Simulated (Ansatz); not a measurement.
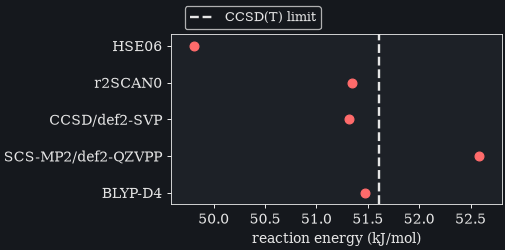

Electronic reaction energy of SnNH₂Cl ([NH2][Sn][Cl]) [singlet] + CH₃FS (FCS) → SnNH₃S ([NH2][Sn][SH]) [singlet] + CH₂ClF (FCCl) (SMILES in brackets) at several levels (functionals in def2-TZVPP unless a basis is named), isolated molecules at PBE0-D4 triple-zeta geometries, minima by their frequencies, no zero-point or thermal terms, the Ansatz code. The line is frozen-core CCSD(T) at the basis limit (MP2 extrapolated from triple and quadruple zeta, plus CCSD(T) less MP2 in a smaller set). No dispersion term is added to HSE06 and r2SCAN0. The distance of CCSD/def2-SVP and SCS-MP2/def2-QZVPP to the limit includes basis error. Core potentials past Kr.

Q: What range do the values span, the line included?

A: From 49.8 kJ/mol (HSE06) to 52.6 kJ/mol (SCS-MP2/def2-QZVPP).

Q: Give the values.

A:
```tsv
level	kJ/mol	less CCSD(T) limit
HSE06	49.8	−1.8
r2SCAN0	51.3	−0.3
CCSD/def2-SVP	51.3	−0.3
SCS-MP2/def2-QZVPP	52.6	1.0
BLYP-D4	51.5	−0.1
CCSD(T) limit	51.6	0.0
```

Note: outer-core shells are correlated without core-valence functions, which makes the correlated values less sure; spin-orbit coupling is left out, and with Sn it can shift these values.
